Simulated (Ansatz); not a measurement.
One crystal and one scan (energy against volume) at two levels, PBE (plane waves to 420 eV, PAW, scalar-relativistic; Ansatz, a first-principles code) and r2SCAN (plane waves to 500 eV, PAW, scalar-relativistic; Ansatz), each from its own relaxed cell and on its own mesh. The cell shown is that of PBE.

SiC (4H type, space group P6_3mc)

```
SiC
1.0
    3.09412     0.00000     0.00000
   -1.54706     2.67959     0.00000
    0.00000     0.00000    10.12935
Si C
4 4
Direct
  0.00000   0.00000   0.00031
  0.00000   0.00000   0.50031
  0.66667   0.33333   0.75025
  0.33333   0.66667   0.25025
  0.00000   0.00000   0.81286
  0.00000   0.00000   0.31286
  0.66667   0.33333   0.56221
  0.33333   0.66667   0.06221
```

E(V) scan at fixed shape, V₀ the volume above. The atoms relax within the cell's symmetry.

E stands for the smeared free energy. SiC was relaxed with its symmetry unable to fall. With the shape held, the modulus is that of even scaling; a crystal free to change shape is softer. Percentages come from the unrounded values. Both scans cover V/V₀ from 0.940 to 1.060.

| quantity | PBE | r2SCAN | PBE − r2SCAN |
|---|---|---|---|
| Lattice constant a (Å) | 3.094 | 3.078 | +0.016 (+0.5 %) |
| Lattice constant c (Å) | 10.13 | 10.08 | +0.05 (+0.5 %) |
| Relaxed volume (Å³/atom) | 10.50 | 10.33 | +0.17 (+1.6 %) |
| Pressure at the smallest volume (GPa) | 14.9 | 15.9 | -1.0 (-6 %) |
| Energy cost of the largest compression (meV/atom) | 27.8 | 29.2 | -1.4 (-5 %) |
| Energy cost of the largest expansion (meV/atom) | 22.8 | 24.0 | -1.2 (-5 %) |
| Bulk modulus at fixed cell shape B₀ (third-order Birch-Murnaghan fit) (GPa) | 213.1 | 227.6 | -14.5 (-6.4 %) |
| Pressure derivative B₀′ (fit) | 3.9 | 3.9 | 0.0 |
| Pressure for 5 % compression (fit) (GPa) | 12.1 | 12.9 | -0.8 (-6 %) |

PBE gives the higher value for: lattice constant a; lattice constant c; relaxed volume. PBE gives the lower value for: pressure at the smallest volume; energy cost of the largest compression; energy cost of the largest expansion; bulk modulus at fixed cell shape B₀; pressure for 5 % compression. They agree on: pressure derivative B₀′ (within 1.5 %).

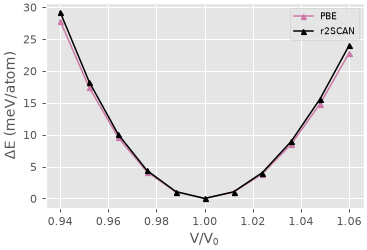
Figure. ΔE, each from the relaxed starting cell of its own level.

(A scan under strain: stresses follow from slopes of the energy per volume, elastic moduli from its curvatures.)
